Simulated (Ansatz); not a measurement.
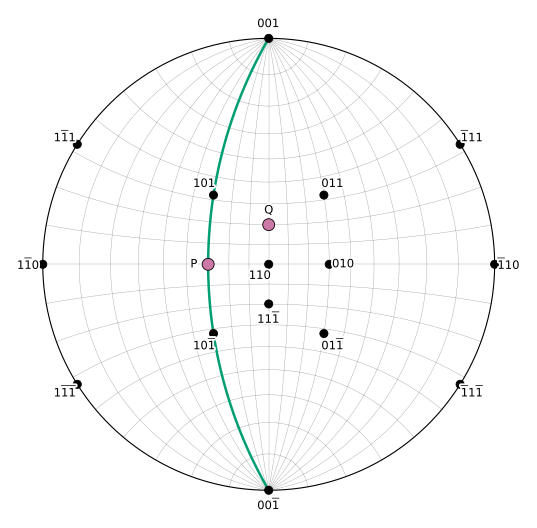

Stereographic projection of plane normals (upper hemisphere) centred on (1 1 0). Crystal: ScPb, the end point of a relaxation with Ansatz, DFT PBE, scalar-relativistic, plane waves, PAW; the starting structure was generated, so it need not be a known form of this composition. All values are computed from the atomic coordinates in the standard setting (tolerance 0.002 Å).

a = 3.502 Å, b = 3.502 Å, c = 4.837 Å, α = 90.00°, β = 90.00°, γ = 120.00°.

**Index the poles marked P, Q.**

P is (1 0 0), in four indices (1 0 −1 0), 30.0° from the centre; Q is (1 1 1), in four indices (1 1 −2 1), 19.9° from the centre.

**Which zone does the coloured great circle trace?**

The zone [0 1 0]: its poles satisfy k = 0.

**What is the angle between the normals of (0 1 −1) and (1 −1 1), and what are their d_hkl = 1/|g|?**

129.9°; d = 2.569 Å and 2.569 Å.
